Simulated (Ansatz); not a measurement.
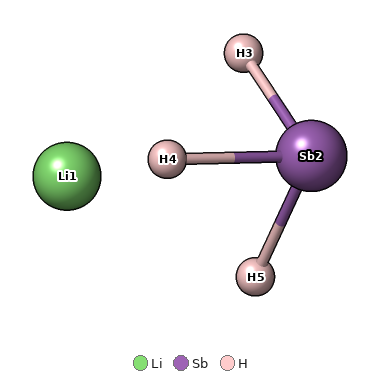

The system is the pair Li···H₃Sb, charge +1; the picture shows the reference structure. The turn is about an axis along (0.27, 0.95, −0.14) in the frame of the relaxed pair, normal to the line between the partners. The first coordinate is: distance Sb2···Li1; the second: turn of Li1 about Sb2. The grid has 15 × 15 points. At 20 points there is no value (left out of the scan, as a rule where atoms come close). Points are written as (first, second). Energies are in kJ/mol, from the ion and the molecule far apart, frozen as in the relaxed pair, each in its own basis (no counterpoise correction). Method: RHF-MP2, frozen core/def2-TZVPD in Ansatz 0.2.0.

Its coordinates:

```yaml
atoms:
  - { symbol: Li, position_ang: [-0.6865, -0.0161, -1.4916] }
  - { symbol: Sb, position_ang: [0.4938, 0.0214, 1.0816] }
  - { symbol: H, position_ang: [1.1431, -0.6882, -0.3358] }
  - { symbol: H, position_ang: [0.0563, 1.3607, 0.1055] }
  - { symbol: H, position_ang: [-1.0068, -0.6777, 0.6404] }
```

Range: distance Sb2···Li1 from 2.378 to 3.778 Å; turn of Li1 about Sb2 from −60.0 to 60.0°.

> What landscape does the calculation give?

The lowest grid point is at (2.806 Å, 0.0°), −81 kJ/mol from the ion and the molecule far apart, frozen as in the relaxed pair, each in its own basis (no counterpoise correction). It is the only kind of minimum in the scanned range. The highest grid point, (2.540 Å, −34.3°), lies 188 kJ/mol above the lowest. Round the minimum the two coordinates are nearly uncoupled.

| turn of Li1 about Sb2 ↓, distance Sb2···Li1 → | 2.378 | 2.413 | 2.470 | 2.540 | 2.621 | 2.709 | 2.806 | 2.909 | 3.018 | 3.132 | 3.252 | 3.377 | 3.506 | 3.640 | 3.778 |
| --- | --- | --- | --- | --- | --- | --- | --- | --- | --- | --- | --- | --- | --- | --- | --- |
| 60.0 | −6 | −14 | −25 | −35 | −44 | −51 | −55 | −56 | −56 | −54 | −51 | −48 | −44 | −39 | −35 |
| 51.4 | 1 | −8 | −22 | −35 | −46 | −54 | −60 | −63 | −63 | −62 | −59 | −55 | −51 | −46 | −41 |
| 42.9 | 4 | −7 | −22 | −36 | −49 | −59 | −65 | −68 | −69 | −68 | −65 | −61 | −56 | −51 | −46 |
| 34.3 | −3 | −13 | −28 | −42 | −55 | −64 | −70 | −73 | −74 | −72 | −69 | −65 | −60 | −55 | −49 |
| 25.7 | −17 | −26 | −39 | −52 | −62 | −70 | −75 | −77 | −77 | −75 | −71 | −67 | −62 | −56 | −51 |
| 17.1 | −32 | −40 | −51 | −61 | −69 | −75 | −78 | −79 | −78 | −75 | −71 | −67 | −62 | −56 | −51 |
| 8.6 | −44 | −50 | −59 | −67 | −74 | −78 | −80 | −80 | −78 | −75 | −71 | −66 | −61 | −55 | −50 |
| 0.0 | −49 | −55 | −63 | −70 | −76 | −79 | −81 | −80 | −78 | −75 | −70 | −66 | −60 | −55 | −50 |
| −8.6 | −42 | −49 | −58 | −66 | −73 | −77 | −80 | −80 | −78 | −75 | −71 | −66 | −61 | −56 | −50 |
| −17.1 | −10 | −20 | −34 | −47 | −59 | −68 | −74 | −77 | −77 | −75 | −72 | −68 | −63 | −57 | −52 |
| −25.7 | 77 | 58 | 31 | 4 | −21 | −41 | −56 | −65 | −71 | −73 | −72 | −69 | −65 | −60 | −54 |
| −34.3 | – | – | – | 107 | 56 | 15 | −18 | −41 | −56 | −65 | −68 | −68 | −66 | −61 | −56 |
| −42.9 | – | – | – | – | – | 90 | 33 | −8 | −35 | −53 | −62 | −65 | −65 | −61 | −57 |
| −51.4 | – | – | – | – | – | – | 65 | 14 | −22 | −44 | −56 | −62 | −62 | −60 | −55 |
| −60.0 | – | – | – | – | – | – | 50 | 5 | −25 | −45 | −55 | −59 | −59 | −57 | −52 |

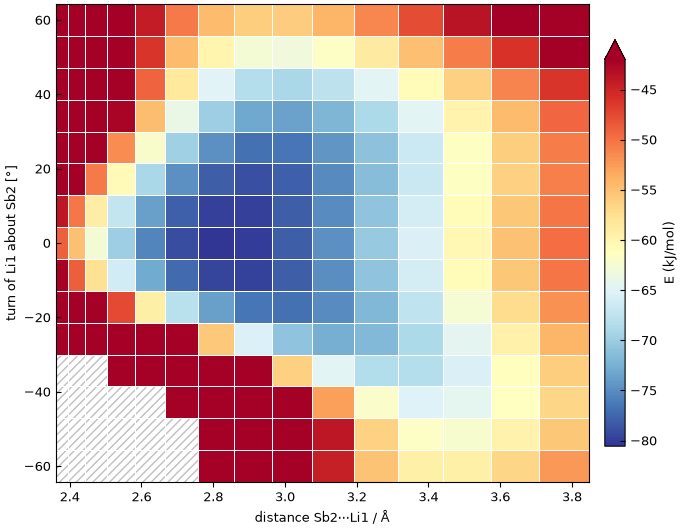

Drawn: one coloured cell a grid point, one colour for all values above the top of the scale, hatched blanks where no value was computed.

Each point was launched as `ansatz run input.yaml --threads 1 --pin off --max-ram 2560MiB --backend cpu --events-out ev --progress --plain --runs-dir out`. Time for the 205 points that were run: 10 min on 1 thread of Arm Neoverse V2 (shared host).
